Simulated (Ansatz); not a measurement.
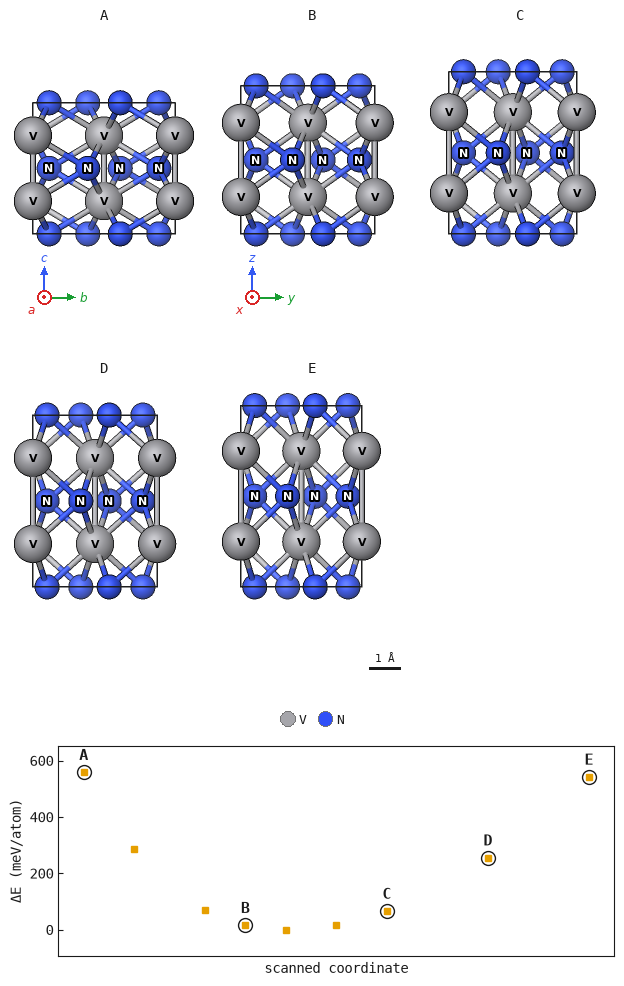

A scan of crystalline VN$_{2}$ (I4/mcm) along one coordinate. x, y and z are the Cartesian axes of the input. A ball-and-stick model of the conventional cell (2 times the calculation's cell), seen along the a axis. Lengths and directions refer to the drawn axes.

Computed with Ansatz, DFT PBEsol, scalar-relativistic, plane waves, PAW. (plane-wave cutoff 420 eV; k-point mesh 18 × 18 × 18; occupations gaussian; smearing width 0.15 eV; no spin polarisation). Energies (free energies at the smearing named) are counted from the relaxed crystal.

> Which coordinate changes from frame to frame?

The ratio of the cell's length along z to its lengths across, counted as 1 for the reference, is changed at fixed volume (a c/a path), with the atoms kept at their fractional coordinates. In the frames the relative ratio is 0.80 (A), 0.96 (B), 1.10 (C), 1.20 (D), 1.30 (E). The lowest computed point lies at the relative ratio 1.00 (0 meV/atom). The end points stand at 558 meV/atom (0.80) and 541 meV/atom (1.30). The distortion keeps the space group I4/mcm. At the relative ratio 1.30 the cell of the drawing goes a 4.261 → 3.904 Å, b 4.261 → 3.904 Å, c 4.911 → 5.849 Å.
